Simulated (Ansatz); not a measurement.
Consider CH₆GaNS (SMILES [NH2][GaH][CH2]S).

The calculation's input:

```
crystal:
  periodic: [false, false, false]
  atoms:
    - {symbol: N, position_ang: [-1.761657, 1.015248, -0.438163]}
    - {symbol: Ga, position_ang: [-0.096496, 0.743727, 0.227798]}
    - {symbol: C, position_ang: [0.518010, -1.104196, 0.525078]}
    - {symbol: S, position_ang: [1.810606, -1.357320, -0.733878]}
    - {symbol: H, position_ang: [-2.409800, 0.278341, -0.657423]}
    - {symbol: H, position_ang: [-2.101520, 1.912231, -0.739995]}
    - {symbol: H, position_ang: [0.831860, 1.981740, 0.447745]}
    - {symbol: H, position_ang: [-0.268071, -1.817665, 0.272146]}
    - {symbol: H, position_ang: [0.895169, -1.350079, 1.516980]}
    - {symbol: H, position_ang: [2.581899, -0.302017, -0.420288]}
basis:
  gaussian: {orbitals: def2-TZVPP}
hamiltonian: {xc: pbe0, dispersion: d4}
output: {orbitals: {seedname: orbitals}}
```

Launched as:

```sh
ansatz run in.yaml --threads 4 --pin off --events-out ev --progress --plain --max-ram 10444MiB
```

Geometry: PBE0-D4/def2-TZVP.

Method: Ansatz 0.2.0, RKS PBE0-D4/def2-TZVPP.

What will maps of the electron density and electron localisation function show?

Ga–N (1.81 Å): ρ at the midpoint is about 0.92 e/Å³; the ELF peaks at about 0.90 in the valence shell of N, 0.6 Å from its nucleus, and is about 0.35 at the midpoint.
C–Ga (1.97 Å): ρ is about 0.78 e/Å³ halfway; the ELF peaks at about 0.95 in the valence shell of C, 0.7 Å from its nucleus, and is about 0.55 at the midpoint.
N–H (1.01 Å): the density is about 2.9 e/Å³ at the midpoint; the ELF climbs to about 1 towards the hydrogen, as it does in any bond to H: an ordinary covalent bond to hydrogen.
C–H (1.09 Å): the density is about 2 e/Å³ at the midpoint; the ELF climbs to about 1 towards the hydrogen; a covalent bond by its length.

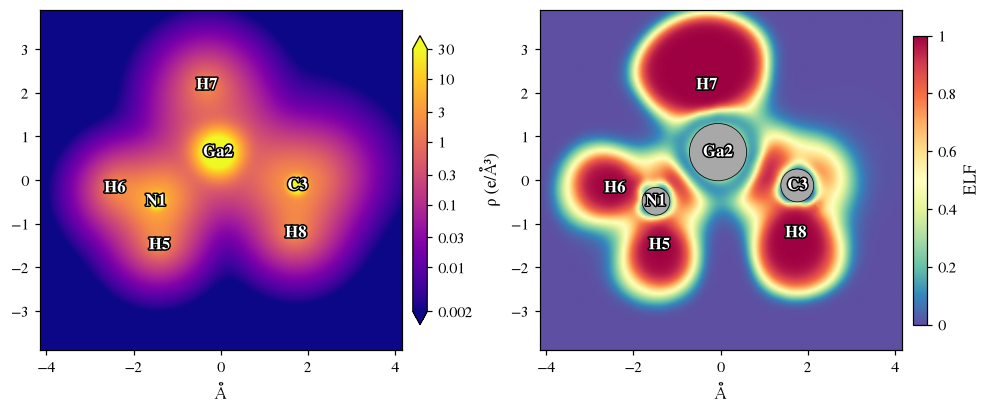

Computed electron density and electron localisation function on the plane of atoms N1, Ga2 and C3, in this order. Grey discs cover the atomic cores in the ELF map. 
